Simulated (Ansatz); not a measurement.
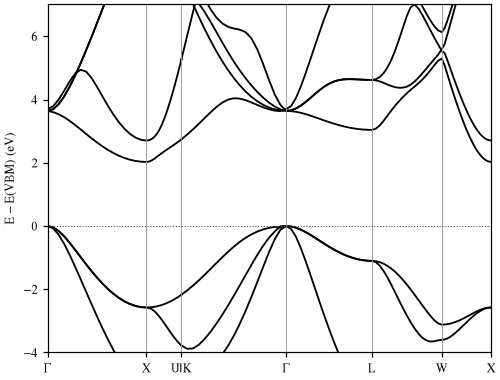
Figure: Band structure from PBE in the plane-wave PAW code Ansatz

Question: Read off the gap and where the band edges lie.

Answer: About 2.0 eV (2.03 eV by a search for the band edges); maximum at Γ, minimum at X.

Question: Which of these materials gives this?
A) ZnSe, zinc blende
B) BeTe, zinc blende
C) BP, zinc blende
D) Si, diamond

Answer: B, BeTe, zinc blende

Space group F-43m (zinc blende). The PBE relaxation kept the symmetry of its start; of distortions, only those at the zone centre were tested. Spin–orbit coupling is left out wherever it is not named.

Potentials: the later of the program's two PAW sets.
